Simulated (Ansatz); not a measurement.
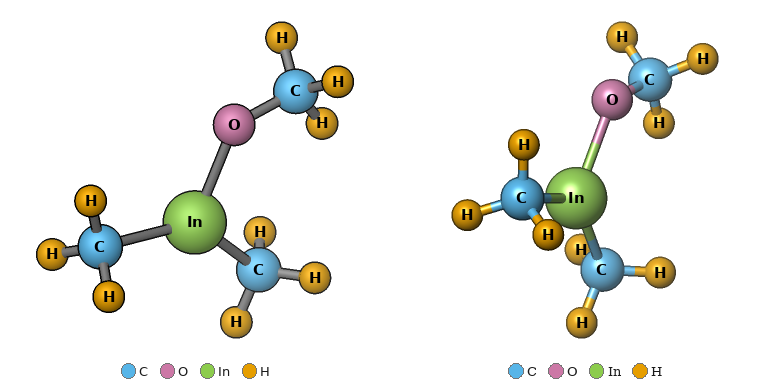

Both panels show the same species.

What is the molecular formula?

Answer. C₃H₉InO, 14 atoms: 3 carbon, 9 hydrogen, 1 indium and 1 oxygen.

Count the bonded pairs by element.

Answer. 9 C–H, 2 C–In, 1 C–O, 1 In–O.

The parts below concern this one geometry. Atoms keep their numbers from picture to picture. The geometry was computed by an optimisation with PBE0-D4/def2-TZVP.

Shape

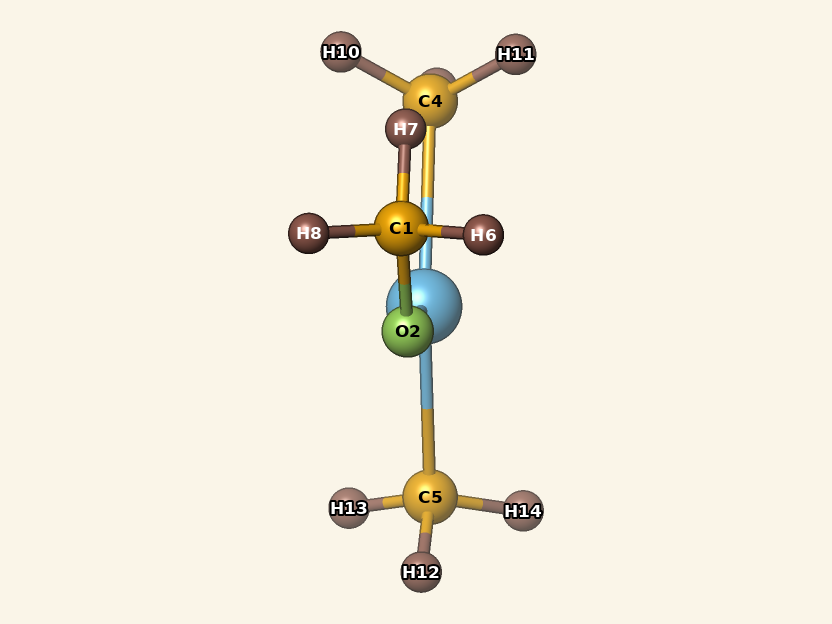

In3 lies behind O2. The molecule seen nearly along the O2–In3 bond, O2 in front. Distant atoms are faded towards the background colour.

What is the torsion angle C1–O2–In3–C4? The sign is positive where the front bond must turn clockwise to cover the back bond.

Answer. 0°, synperiplanar (eclipsed).

Dipole moment

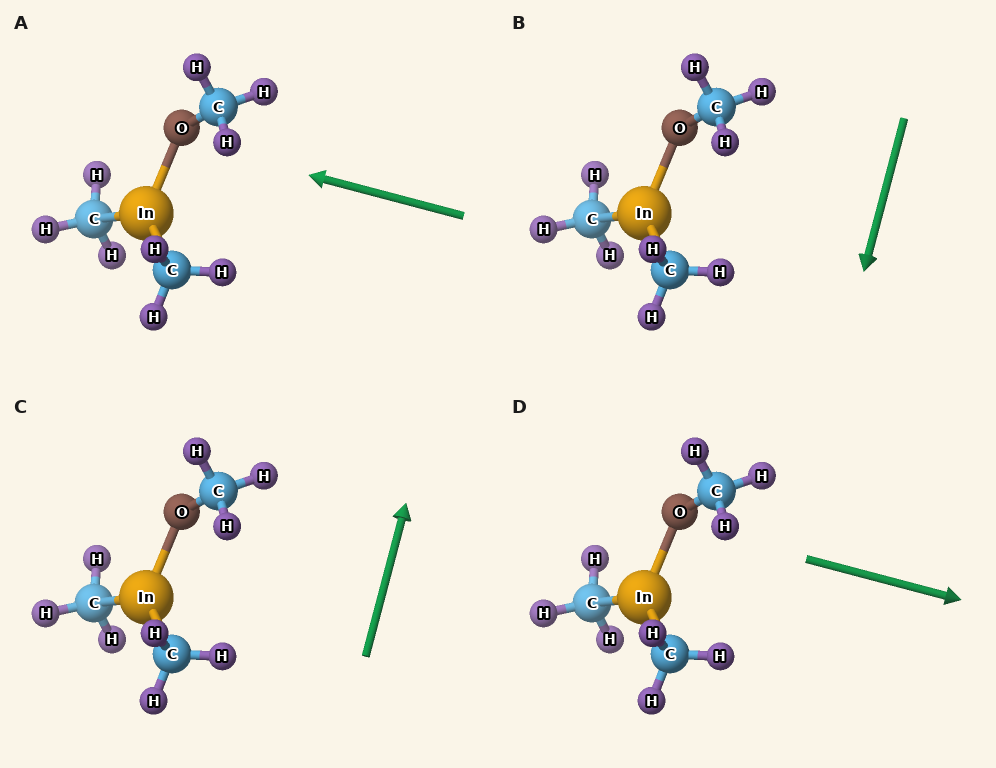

The same molecule four times, each with an arrow. Properties computed with RKS PBE0-D4/def2-TZVP, core potentials on In (Ansatz 0.2.0).

Which arrow points along the dipole moment, from the negative to the positive end?

Answer. B. The dipole moment is 2.35 D.

Electronic properties

Level of theory: RKS revPBE-D4/def2-TZVPP, core potentials on In (Ansatz 0.2.0).

What is the HOMO energy (Kohn–Sham orbital)?

Answer. −5.38 eV.

Estimate the HOMO–LUMO gap.

Answer. 4.04 eV.

Give the dispersion correction at this level.

Answer. −68.1 kJ/mol.

Charges

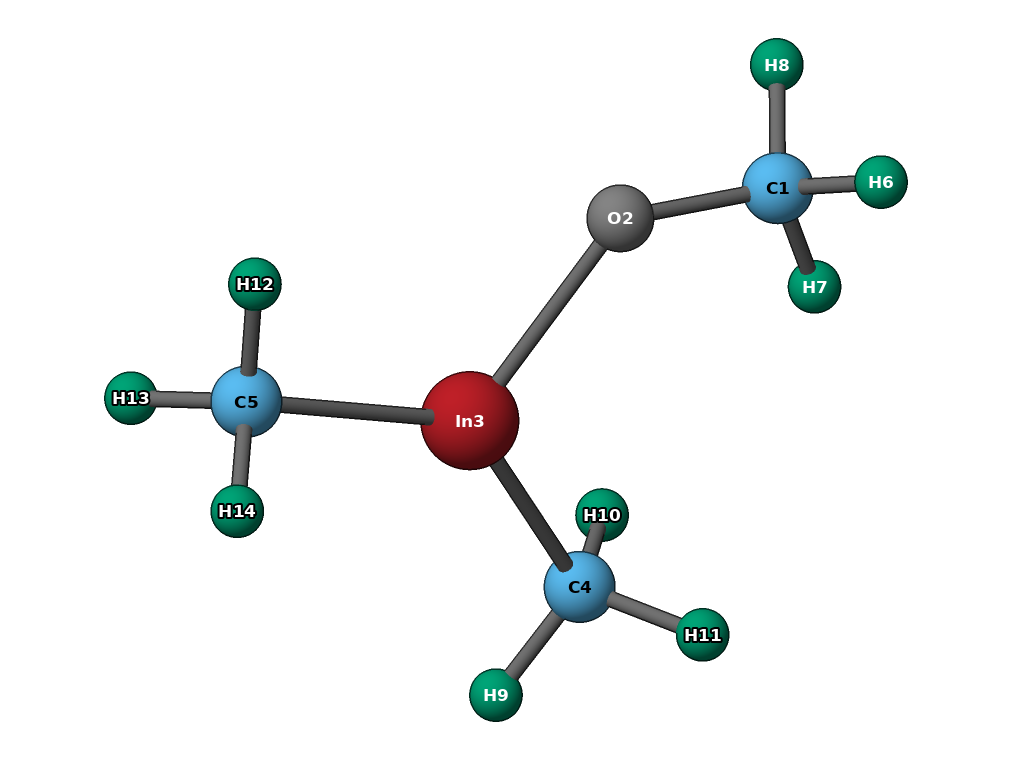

The questions are on Mulliken charges. Method: RKS r2SCAN-D4/def2-TZVPP, core potentials on In (Ansatz 0.2.0).

List the Mulliken charges.

```json
{"atom": "C1", "value (e)": "0.06"}
{"atom": "O2", "value (e)": "−0.54"}
{"atom": "In3", "value (e)": "0.76"}
{"atom": "C4", "value (e)": "−0.45"}
{"atom": "C5", "value (e)": "−0.44"}
{"atom": "H6", "value (e)": "0.03"}
{"atom": "H7", "value (e)": "0.01"}
{"atom": "H8", "value (e)": "0.03"}
{"atom": "H9", "value (e)": "0.09"}
{"atom": "H10", "value (e)": "0.09"}
{"atom": "H11", "value (e)": "0.09"}
{"atom": "H12", "value (e)": "0.10"}
{"atom": "H13", "value (e)": "0.08"}
{"atom": "H14", "value (e)": "0.08"}
```

Mulliken values depend strongly on the basis set and can even reverse the polarity of a bond.
